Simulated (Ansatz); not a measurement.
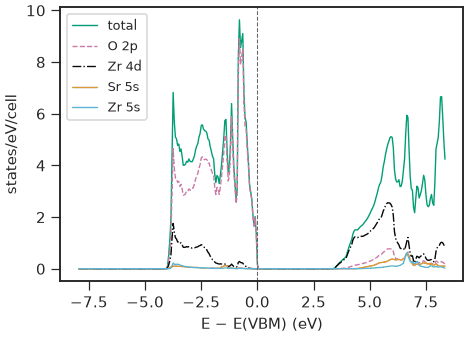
Total and projected density of states of SrZrO$_{3}$ in space group P4mm (No. 99; Sr on 1b, Zr on 1a, O on 1a, O on 2c), PBEsol in the plane-wave PAW code Ansatz

Problem. Which orbitals carry the states next to the gap?

Solution. Top 1 eV of the valence band: O 2p 94 %. Bottom 1 eV of the conduction band: Zr 4d 84 %, O 2p 8 %, outside the projected shells 7 %. Projections are on Löwdin-orthogonalised atomic valence shells; empty p or d shells of many metals are not among them.

Problem. Where is the tallest occupied peak in this window, and what makes it?

Solution. Near -0.8 eV, about 9.6 states/eV per cell; the largest projected share is O 2p.

The first step of the workflow began from a Materials Project structure, measured or hypothetical; the Crystallography Open Database copy checked does not list it. COD files the formula under space group No. 62, 63, 221, so this cell is another polymorph or a model. Its standing as an ambient phase is unchecked. The PBEsol relaxation kept the symmetry of its start. At this level the phase is dynamically unstable (imaginary phonons). No spin polarisation was allowed. Spin–orbit coupling is left out wherever it is not named.

Potentials: the later of the program's two PAW sets.
